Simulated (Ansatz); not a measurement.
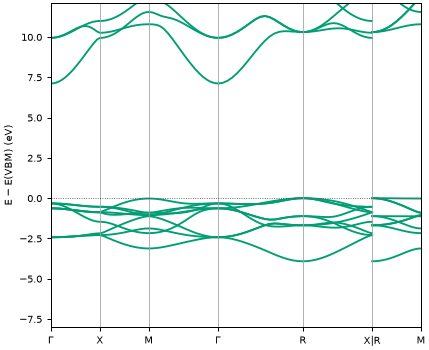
Fig. 1. Band structure from DFT-PBEsol in the program Ansatz with PAW potentials

Problem. Read off the gap and where the band edges lie.

Solution. About 7.1 eV (7.12 eV by a search for the band edges); maximum at R, minimum at Γ.

The material is KMgF$_{3}$ (cubic perovskite, Pm-3m).

Symmetry was held in the PBEsol relaxation; phonons on a q-mesh show no instability.

Potentials: the later of the program's two PAW sets.
